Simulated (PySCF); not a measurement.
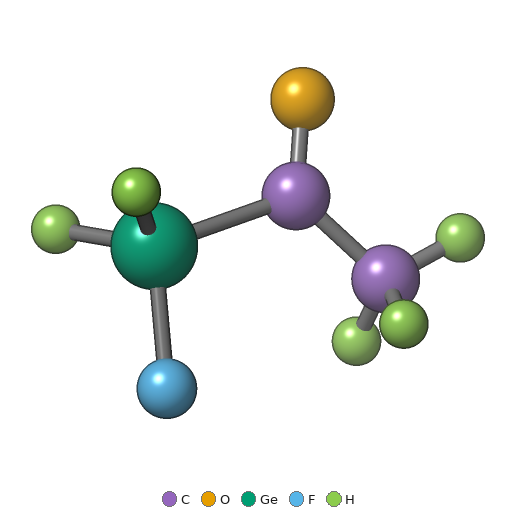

Computed geometry: PBE0-D3(BJ)/def2-SVP optimisation. No frequency run is at hand to confirm it as a minimum.

Give the structural formula.

SMILES: C[C](=O)[GeH2][F]

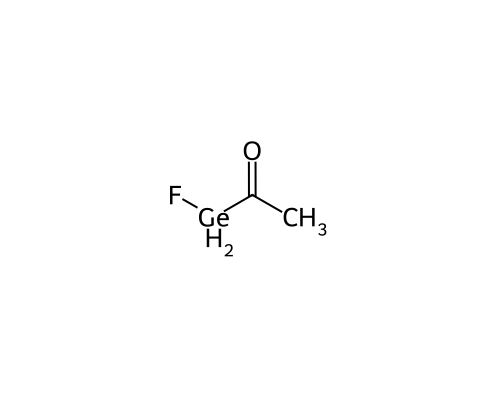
